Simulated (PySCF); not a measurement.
## Run report: C₄H₉F₃Si₂, geometry relaxation (part 2 of 2)

Continued. System: C₄H₉F₃Si₂. Method: PBE0-D3(BJ)/def2-SVP geometry optimisation, gas phase (PySCF 2.14.0). It belongs to a series of runs on one base structure; here: constitutional isomer.

Geometry of the input (Å):
```
F  3.6800  -1.5665  -0.6593
C  2.5726  -1.1058  -0.0273
F  2.6566  -1.3494  1.2739
C  1.5687  -0.4836  -0.5707
F  1.5412  -0.2999  -1.9162
C  0.3346  0.0348  0.1444
Si 0.2894  1.9351  -0.1094
C  -0.8946  -0.7008  -0.3628
Si -2.5096  -0.3462  0.6347
H  0.4751  -0.1890  1.2187
H  -0.7247  2.4720  0.8227
H  1.6179  2.4574  0.2080
H  -0.0966  2.2116  -1.5127
H  -1.0758  -0.4712  -1.4070
H  -0.7208  -1.7933  -0.3080
H  -2.2178  -0.4224  2.0556
H  -3.0194  0.9895  0.2817
H  -3.5042  -1.3603  0.2479
```

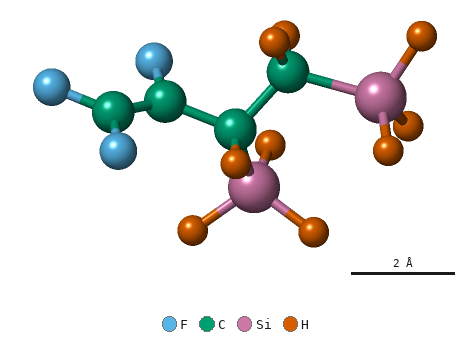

Fig. 1: The geometry at step 13 of the log (ball-and-stick view, seen at a tilt).

Trajectory as extended XYZ, continued:
```
18
Properties=species:S:1:pos:R:3:forces:R:3 step=9 energy=-28165.79336
F     3.6290   -1.5547   -0.9147   -0.0018   0.0001  -0.0077
C     2.6277   -1.1233   -0.1907   -0.0111  -0.0063   0.0280
F     2.8312   -1.3092    1.0951    0.0018  -0.0045  -0.0076
C     1.5251   -0.5504   -0.6746    0.0116   0.0040  -0.0076
F     1.4224   -0.4080   -2.0030   -0.0065   0.0086  -0.0105
C     0.3801   -0.0306    0.1161    0.0095   0.0158   0.0172
Si    0.2858    1.8759   -0.0537    0.0011   0.0006  -0.0075
C    -0.9274   -0.7480   -0.2638   -0.0115  -0.0172  -0.0060
Si   -2.4952   -0.2446    0.6688    0.0012   0.0027   0.0027
H     0.6088   -0.2075    1.1805    0.0008  -0.0094  -0.0041
H    -0.5935    2.4171    1.0268    0.0020   0.0025  -0.0018
H     1.6604    2.4370    0.0993   -0.0002   0.0001  -0.0021
H    -0.2789    2.2633   -1.3799   -0.0006  -0.0039  -0.0001
H    -1.1224   -0.6159   -1.3418   -0.0036   0.0010   0.0000
H    -0.8023   -1.8354   -0.1138    0.0064   0.0032   0.0025
H    -2.2415   -0.2310    2.1431    0.0002  -0.0019   0.0008
H    -2.9639    1.1130    0.2550    0.0026   0.0011   0.0032
H    -3.5720   -1.2349    0.3657   -0.0018   0.0036   0.0004
18
Properties=species:S:1:pos:R:3:forces:R:3 step=10 energy=-28165.79363
F     3.6057   -1.5733   -0.9633    0.0046   0.0032   0.0092
C     2.6181   -1.1407   -0.2205   -0.0008  -0.0212  -0.0456
F     2.8331   -1.3500    1.0593   -0.0051   0.0075   0.0041
C     1.5179   -0.5500   -0.6879   -0.0127   0.0091   0.0078
F     1.4041   -0.3871   -2.0136    0.0116  -0.0090   0.0152
C     0.3841   -0.0312    0.1193   -0.0104  -0.0187   0.0017
Si    0.2896    1.8748   -0.0565   -0.0041  -0.0020  -0.0037
C    -0.9287   -0.7509   -0.2441    0.0041   0.0126   0.0017
Si   -2.4891   -0.2275    0.6902    0.0053  -0.0044  -0.0003
H     0.6265   -0.2149    1.1794    0.0013   0.0186   0.0051
H    -0.5648    2.4257    1.0387    0.0020   0.0021   0.0018
H     1.6681    2.4345    0.0613    0.0025  -0.0003  -0.0002
H    -0.3040    2.2525   -1.3726    0.0000   0.0003  -0.0006
H    -1.1299   -0.6307   -1.3225   -0.0014   0.0009   0.0022
H    -0.8040   -1.8361   -0.0806    0.0016  -0.0019  -0.0033
H    -2.2338   -0.2127    2.1641    0.0015  -0.0009   0.0024
H    -2.9402    1.1348    0.2725    0.0007   0.0026   0.0024
H    -3.5793   -1.2044    0.3915   -0.0007   0.0016   0.0000
18
Properties=species:S:1:pos:R:3:forces:R:3 step=11 energy=-28165.79374
F     3.5959   -1.5837   -0.9799   -0.0007  -0.0037   0.0103
C     2.6120   -1.1510   -0.2322    0.0114   0.0056  -0.0426
F     2.8324   -1.3614    1.0464   -0.0073  -0.0053   0.0057
C     1.5134   -0.5527   -0.6934   -0.0081   0.0079   0.0107
F     1.3962   -0.3847   -2.0182    0.0058  -0.0133   0.0110
C     0.3850   -0.0312    0.1196   -0.0110  -0.0251  -0.0066
Si    0.2931    1.8747   -0.0601   -0.0024  -0.0014  -0.0031
C    -0.9304   -0.7496   -0.2372    0.0059   0.0161   0.0044
Si   -2.4864   -0.2211    0.7013    0.0034  -0.0048   0.0009
H     0.6328   -0.2146    1.1784   -0.0003   0.0202   0.0054
H    -0.5509    2.4315    1.0401    0.0020   0.0005   0.0019
H     1.6738    2.4315    0.0445    0.0023  -0.0003  -0.0002
H    -0.3103    2.2492   -1.3727   -0.0001   0.0016  -0.0005
H    -1.1352   -0.6313   -1.3152   -0.0020   0.0008   0.0021
H    -0.8064   -1.8346   -0.0718   -0.0005  -0.0025  -0.0042
H    -2.2281   -0.2109    2.1747    0.0016  -0.0002   0.0020
H    -2.9312    1.1444    0.2874    0.0004   0.0026   0.0023
H    -3.5822   -1.1916    0.4026   -0.0002   0.0013   0.0004
18
Properties=species:S:1:pos:R:3:forces:R:3 step=12 energy=-28165.79414
F     3.5543   -1.6341   -1.0384   -0.0123  -0.0053   0.0060
C     2.5882   -1.1899   -0.2748    0.0262   0.0324  -0.0151
F     2.8217   -1.4130    0.9995   -0.0042  -0.0184   0.0071
C     1.4970   -0.5631   -0.7150    0.0005  -0.0070   0.0167
F     1.3665   -0.3814   -2.0365   -0.0071  -0.0120  -0.0039
C     0.3887   -0.0294    0.1177   -0.0060  -0.0279  -0.0299
Si    0.3076    1.8758   -0.0778    0.0020   0.0010   0.0008
C    -0.9375   -0.7415   -0.2124    0.0170   0.0208   0.0076
Si   -2.4739   -0.1961    0.7469   -0.0037  -0.0019   0.0061
H     0.6562   -0.2085    1.1724   -0.0054   0.0187   0.0059
H    -0.4966    2.4542    1.0410    0.0020  -0.0038   0.0008
H     1.6959    2.4207   -0.0214    0.0003  -0.0006  -0.0007
H    -0.3321    2.2403   -1.3759   -0.0003   0.0044   0.0001
H    -1.1580   -0.6283   -1.2877   -0.0050   0.0009   0.0008
H    -0.8166   -1.8261   -0.0420   -0.0061  -0.0043  -0.0060
H    -2.2008   -0.2071    2.2177    0.0016   0.0022   0.0000
H    -2.8962    1.1823    0.3522   -0.0010   0.0006   0.0019
H    -3.5911   -1.1420    0.4487    0.0016   0.0002   0.0017
18
Properties=species:S:1:pos:R:3:forces:R:3 step=13 energy=-28165.79464
F     3.5187   -1.6806   -1.0790   -0.0096  -0.0060  -0.0035
C     2.5674   -1.2229   -0.3054    0.0194   0.0386   0.0220
F     2.8087   -1.4544    0.9663   -0.0007  -0.0171  -0.0024
C     1.4830   -0.5755   -0.7323    0.0056  -0.0197   0.0141
F     1.3428   -0.3901   -2.0523   -0.0135  -0.0032  -0.0127
C     0.3907   -0.0275    0.1122    0.0028  -0.0160  -0.0357
Si    0.3222    1.8771   -0.0967    0.0060   0.0007   0.0024
C    -0.9453   -0.7308   -0.1956    0.0154   0.0139   0.0056
Si   -2.4621   -0.1748    0.7878   -0.0052   0.0008   0.0075
H     0.6721   -0.1996    1.1644   -0.0080   0.0080   0.0054
H    -0.4505    2.4721    1.0354    0.0007  -0.0048   0.0002
H     1.7165    2.4093   -0.0752   -0.0008  -0.0003  -0.0013
H    -0.3429    2.2377   -1.3830   -0.0006   0.0038   0.0003
H    -1.1818   -0.6177   -1.2675   -0.0057   0.0022   0.0005
H    -0.8290   -1.8160   -0.0258   -0.0076  -0.0030  -0.0052
H    -2.1716   -0.2079    2.2549    0.0017   0.0037  -0.0006
H    -2.8684    1.2146    0.4150   -0.0020  -0.0006   0.0006
H    -3.5968   -1.1002    0.4914    0.0020  -0.0010   0.0029
18
Properties=species:S:1:pos:R:3:forces:R:3 step=14 energy=-28165.79517
F     3.4915   -1.7198   -1.1030   -0.0010  -0.0044  -0.0119
C     2.5509   -1.2487   -0.3249    0.0042   0.0247   0.0459
F     2.7957   -1.4833    0.9459    0.0022  -0.0065  -0.0114
C     1.4711   -0.5903   -0.7464    0.0034  -0.0224   0.0022
F     1.3242   -0.4085   -2.0662   -0.0114   0.0047  -0.0123
C     0.3906   -0.0271    0.1028    0.0114   0.0040  -0.0190
Si    0.3370    1.8771   -0.1159    0.0078   0.0006   0.0027
C    -0.9549   -0.7185   -0.1869    0.0048   0.0004  -0.0010
Si   -2.4514   -0.1562    0.8237   -0.0034   0.0029   0.0056
H     0.6799   -0.1911    1.1542   -0.0076  -0.0066   0.0018
H    -0.4127    2.4836    1.0253   -0.0007  -0.0027  -0.0007
H     1.7364    2.3962   -0.1164   -0.0014  -0.0002  -0.0021
H    -0.3435    2.2396   -1.3937   -0.0008   0.0010   0.0003
H    -1.2078   -0.6007   -1.2546   -0.0032   0.0043   0.0004
H    -0.8455   -1.8054   -0.0225   -0.0053  -0.0005  -0.0028
H    -2.1399   -0.2105    2.2859    0.0020   0.0043  -0.0006
H    -2.8476    1.2420    0.4741   -0.0025  -0.0018  -0.0011
H    -3.6004   -1.0654    0.5326    0.0015  -0.0018   0.0039
18
Properties=species:S:1:pos:R:3:forces:R:3 step=15 energy=-28165.79542
F     3.4844   -1.7332   -1.1056    0.0032  -0.0018  -0.0101
C     2.5462   -1.2565   -0.3280   -0.0053   0.0059   0.0331
F     2.7917   -1.4876    0.9432    0.0024   0.0020  -0.0101
C     1.4657   -0.6005   -0.7518   -0.0013  -0.0125  -0.0079
F     1.3169   -0.4253   -2.0725   -0.0036   0.0042  -0.0039
C     0.3886   -0.0288    0.0955    0.0115   0.0146   0.0048
Si    0.3456    1.8754   -0.1250    0.0050   0.0001   0.0017
C    -0.9621   -0.7115   -0.1880   -0.0053  -0.0077  -0.0060
Si   -2.4473   -0.1477    0.8389    0.0001   0.0025   0.0022
H     0.6779   -0.1897    1.1476   -0.0041  -0.0127  -0.0014
H    -0.3979    2.4848    1.0188   -0.0010   0.0003  -0.0011
H     1.7477    2.3871   -0.1285   -0.0007  -0.0003  -0.0022
H    -0.3363    2.2430   -1.4005   -0.0006  -0.0014  -0.0001
H    -1.2236   -0.5879   -1.2530    0.0008   0.0054   0.0006
H    -0.8583   -1.7999   -0.0293   -0.0019   0.0009  -0.0014
H    -2.1212   -0.2095    2.2976    0.0022   0.0039   0.0000
H    -2.8432    1.2531    0.4999   -0.0021  -0.0016  -0.0023
H    -3.6015   -1.0526    0.5552    0.0008  -0.0017   0.0040
18
Properties=species:S:1:pos:R:3:forces:R:3 step=16 energy=-28165.79553
F     3.4797   -1.7402   -1.1093    0.0023   0.0010  -0.0022
C     2.5433   -1.2608   -0.3307   -0.0044  -0.0063   0.0044
F     2.7916   -1.4880    0.9403    0.0007   0.0041  -0.0032
C     1.4612   -0.6082   -0.7557   -0.0030  -0.0005  -0.0102
F     1.3102   -0.4370   -2.0768    0.0021  -0.0004   0.0031
C     0.3870   -0.0312    0.0911    0.0054   0.0128   0.0185
Si    0.3522    1.8732   -0.1291    0.0008  -0.0004   0.0011
C    -0.9677   -0.7072   -0.1891   -0.0088  -0.0084  -0.0067
Si   -2.4447   -0.1406    0.8484    0.0021   0.0010  -0.0001
H     0.6758   -0.1930    1.1433   -0.0004  -0.0101  -0.0024
H    -0.3872    2.4847    1.0161   -0.0005   0.0018  -0.0010
H     1.7563    2.3791   -0.1352    0.0003  -0.0001  -0.0012
H    -0.3306    2.2442   -1.4032   -0.0003  -0.0021  -0.0006
H    -1.2344   -0.5796   -1.2524    0.0040   0.0054   0.0006
H    -0.8682   -1.7965   -0.0338   -0.0006   0.0007  -0.0018
H    -2.1071   -0.2024    2.3044    0.0020   0.0035   0.0005
H    -2.8418    1.2606    0.5122   -0.0017  -0.0007  -0.0027
H    -3.6021   -1.0443    0.5738    0.0002  -0.0013   0.0039
```

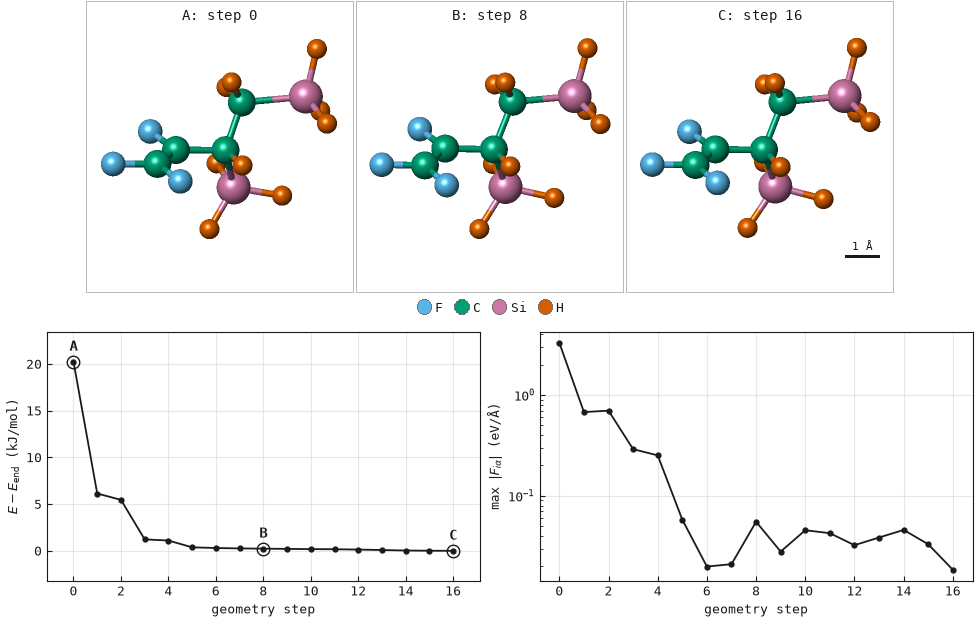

Fig. 2: Frames of the relaxation (ball-and-stick view, seen at a tilt) above the curves, on which the letters mark them (steps are counted from 0).

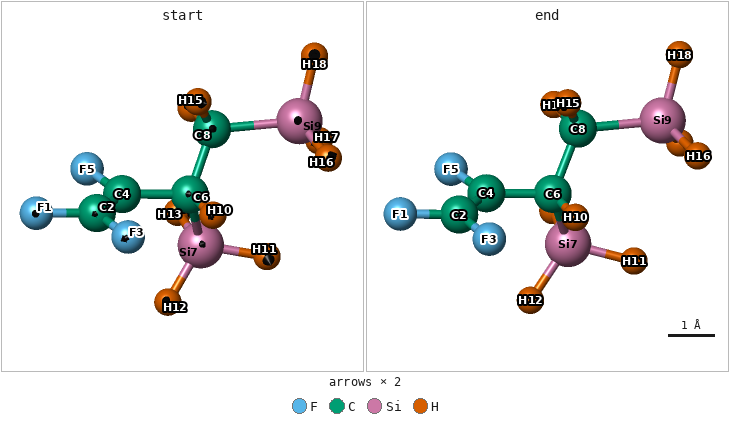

Fig. 3: Before (left) and after (right) the relaxation, at one scale (ball-and-stick view, seen at a tilt). The black arrows give the displacements, magnified 2 times. The largest move after the best rigid fit is that of H13, 0.23 Å. By element the largest moves are H 0.23 Å, Si 0.10 Å, F 0.09 Å, C 0.08 Å. Among the contacts that change: F1–C2 1.356 → 1.309 Å, Si9–H16 1.453 → 1.496 Å, C8–Si9 1.931 → 1.892 Å, C2–C4 1.300 → 1.333 Å. Among the angles that change: Si7–C6–H10 109.4° → 105.1°, C6–C8–Si9 114.5° → 117.1°, C4–C6–Si7 107.2° → 109.5°. After 16 geometry steps the energy has fallen by 20.2 kJ/mol. The largest force component goes from 3.3 to 0.018 eV/Å. (Atoms are counted from 1 in the order of the input.)
